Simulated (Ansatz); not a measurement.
The structure below was relaxed with Kohn–Sham DFT with the PBEsol functional, run in Ansatz (a program for electronic structure) with PAW and 420 eV plane waves, no spin-orbit coupling, at pressure 3 GPa.

```xyz
10
Lattice="-3.2524 4.5990 3.2632 3.2524 -4.5990 3.2632 3.2524 4.5990 -3.2632" Properties=species:S:1:pos:R:3 pbc="T T T"
Ca    -1.6262     4.7545     1.6316
Ca     1.6262     4.4435    -1.6316
Ca     1.6262    -0.1555     1.6316
Ca     1.6262     4.7545     1.6316
Ca     0.0000     2.2995     3.0450
Ca     3.2524     2.2995     0.2182
Ge     3.2524    -2.2995     3.2597
Ge     0.0000     6.8985     0.0035
O      3.2524     0.0000     0.0000
O      0.0000     0.0000     3.2632
```

Q: Find the space group and the Wyckoff positions.

A: Space group Imma (No. 74); a = 6.505 Å, b = 9.198 Å, c = 6.526 Å, α = 90.00°, β = 90.00°, γ = 90.00°

```json
[
 {"atom": "Ca", "site": "8g", "symmetry": ".2.", "x": "0.2500", "y": "0.5169", "z": "0.2500"},
 {"atom": "Ca", "site": "4e", "symmetry": "mm2", "x": "0.0000", "y": "0.2500", "z": "0.4666"},
 {"atom": "Ge", "site": "4e", "symmetry": "mm2", "x": "0.0000", "y": "0.7500", "z": "0.0005"},
 {"atom": "O", "site": "4b", "symmetry": "2/m..", "x": "0.0000", "y": "0.0000", "z": "0.5000"}
]
```

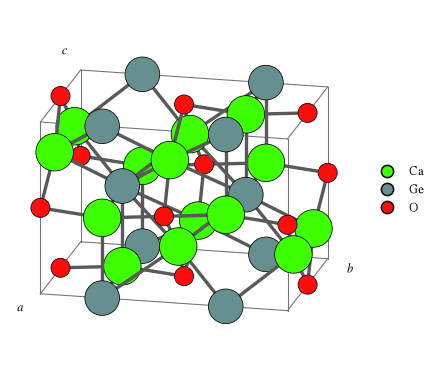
*The conventional cell*

Load acts through the strain it causes; cell and atoms are relaxed under it. Stability against distortions was not tested. The final runs are not spin-polarised. The cell was made from Ca3GeO (space group Imma, No. 74; a cell from a computed database, its experimental status unchecked) by this change: pressure 3 GPa.
